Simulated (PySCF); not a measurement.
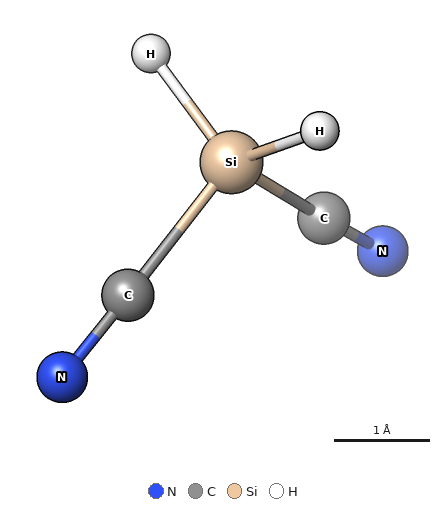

*The input geometry (ball-and-stick view, seen at a tilt).*

Bond lengths as drawn: C–N 1.16 Å, C–Si 1.85 Å and H–Si 1.48 Å.

**NMR shielding calculation of C₂H₂N₂Si**

System: C₂H₂N₂Si, SMILES N#C[SiH2]C#N.
Method: GIAO PBE0/cc-pVDZ NMR shielding, non-relativistic, gas phase (PySCF 2.14.0).

The geometry comes from this level: PBE0-D3(BJ)/def2-SVP. Figures and captions count atoms from 1; the log counts them from 0 in places.

**What the program printed**
```
coarse grid: 7160 points
cycle   1  E = -475.9613965735  dE =  4.679e-01  |g| = 4.840e-01  |ddm| = 5.379e+00
cycle   2  E = -475.6539479159  dE =  3.074e-01  |g| = 1.239e+00  |ddm| = 1.994e+00
cycle   3  E = -476.0265860120  dE = -3.726e-01  |g| = 6.414e-02  |ddm| = 1.323e+00
cycle   4  E = -476.0277333208  dE = -1.147e-03  |g| = 2.553e-02  |ddm| = 2.146e-01
cycle   5  E = -476.0278962926  dE = -1.630e-04  |g| = 1.972e-03  |ddm| = 4.897e-02
cycle   6  E = -476.0278972906  dE = -9.980e-07  |g| = 5.368e-04  |ddm| = 6.909e-03
final grid: 67072 points
cycle   7  E = -476.0431995886  dE = -1.004e-05  |g| = 3.470e-03  |ddm| = 3.634e-02
cycle   8  E = -476.0431995121  dE =  7.648e-08  |g| = 3.744e-03  |ddm| = 1.361e-02
cycle   9  E = -476.0432023651  dE = -2.853e-06  |g| = 1.955e-03  |ddm| = 6.841e-03
cycle  10  E = -476.0432032325  dE = -8.674e-07  |g| = 9.933e-05  |ddm| = 2.130e-03
cycle  11  E = -476.0432032329  dE = -3.762e-10  |g| = 1.028e-04  |ddm| = 2.826e-04
cycle  12  E = -476.0432032350  dE = -2.172e-09  |g| = 2.481e-05  |ddm| = 1.293e-04
cycle  13  E = -476.0432032352  dE = -1.588e-10  |g| = 2.355e-06  |ddm| = 5.274e-05
```

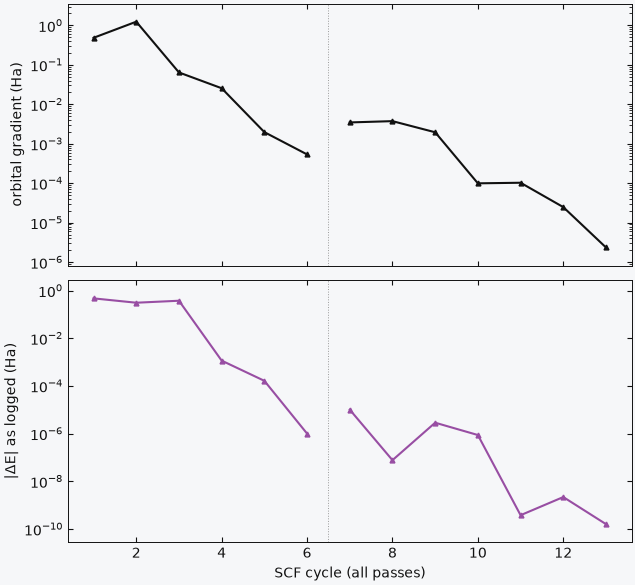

*Convergence of the self-consistent field: orbital gradient and size of the energy change against the SCF cycle. The dotted line marks the change from a coarse to the final integration grid.*

The first 6 cycles use a coarse grid, the final grid takes over at cycle 7, and the field converges after 13 cycles in all.

```
converged SCF energy = -476.0432032352

GIAO shielding tensors (ppm)
atom      isotropic    diamagn.    paramagn.     s11        s22        s33       span
  0 N      -80.021     336.889    -416.910   -270.575   -269.498    300.010    570.585
  1 C       86.267     261.509    -175.241    -14.957    -14.376    288.136    303.093
  2 Si     514.884     882.679    -367.795    507.595    509.717    527.339     19.743
  3 C       86.252     261.493    -175.240    -14.970    -14.393    288.121    303.091
  4 N      -80.127     336.870    -416.997   -270.791   -269.658    300.068    570.859
  5 H       26.836      27.671      -0.835     23.775     25.064     31.668      7.893
  6 H       26.838      27.654      -0.816     23.778     25.068     31.668      7.890
```

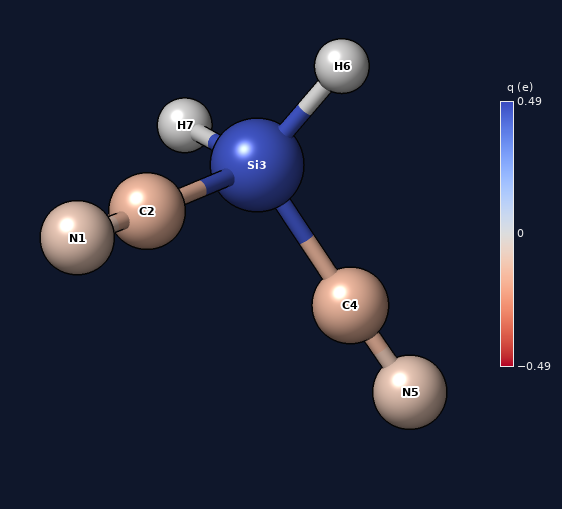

*Mulliken charges, as the colour of each atom (ball-and-stick view, seen at a tilt; atoms are numbered from 1 in the order of the input).*

By element: N −0.09, C −0.14, Si +0.47 and H 0.00 e.

This output came from the following input.

**The input**
```
{"job": {"kind": "nmr", "xc": "PBE0", "basis": "cc-pVDZ", "pop": true}, "charge": 0, "multiplicity": 1}
N     -2.624699    -0.586983     0.219979
C     -1.550467    -0.157634     0.149552
Si     0.149054     0.565141     0.046084
C      1.316696    -0.836632    -0.260799
N      2.065889    -1.699975    -0.453072
H      0.483955     1.204490     1.340571
H      0.205900     1.504399    -1.099061
```

The first line tells a small driver script what to run in PySCF; the rest is the geometry in Å.

Launch command:
```bash
OMP_NUM_THREADS=1 python <driver script> task.json out
```

**Summary**

- outcome: converged
- total energy: −476.043203 hartree
- HOMO: −10.09 eV
- LUMO: −1.38 eV
- dipole moment: 3.51 D
- isotropic shielding, N: −80.1 to −80.0 ppm
- isotropic shielding, C: 86.3 ppm
- isotropic shielding, Si: 514.9 ppm
- isotropic shielding, H: 26.8 ppm
- hardware: 1 CPU thread, shared host
- wall time: 9.8 s
- peak memory: 0.44 GiB
